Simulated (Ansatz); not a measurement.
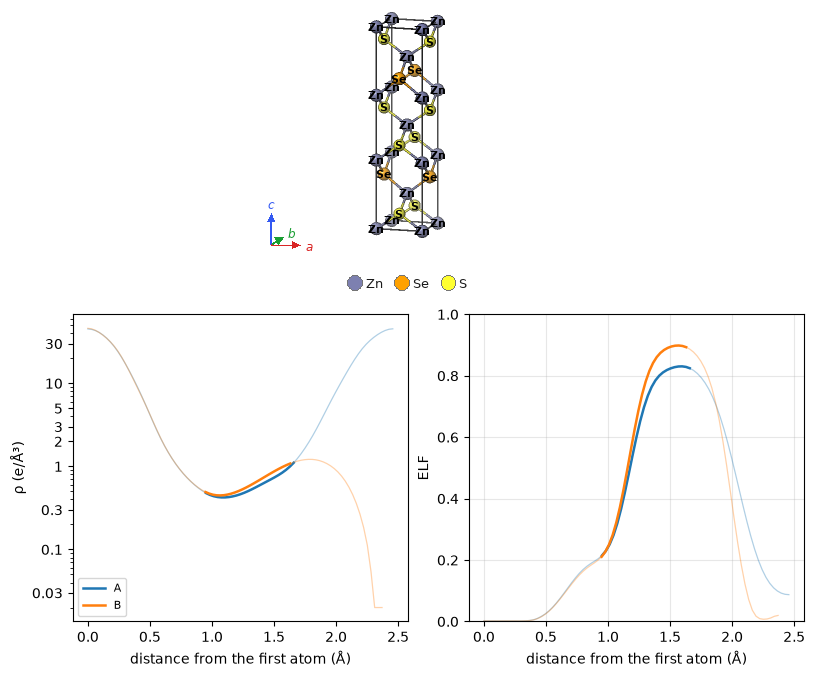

Figure 1: Zn₃SeS₂. Valence electron density and electron localisation function along straight lines between neighbouring atoms. Thin, pale parts lie inside the atomic spheres. The structure is drawn too.

Space group I-4m2; a structure generated by program, which may or may not match a known phase.

Theory: DFT PBE, scalar-relativistic, plane waves, PAW in Ansatz.

Core electrons are frozen (PAW), and the valence fields are smoothed inside the atomic spheres.

Question: Which curve belongs to which contact (Zn–S and Zn–Se)? The first atom named is at distance zero.

Answer: Curve A: Zn–Se (2.46 Å): ρ is about 0.46 e/Å³ halfway; the ELF is about 0.60 at the midpoint. Curve B: Zn–S (2.37 Å): ρ at the midpoint is about 0.49 e/Å³; the ELF peaks at about 0.90 in the valence shell of S, 0.8 Å from its nucleus, and is about 0.55 at the midpoint.
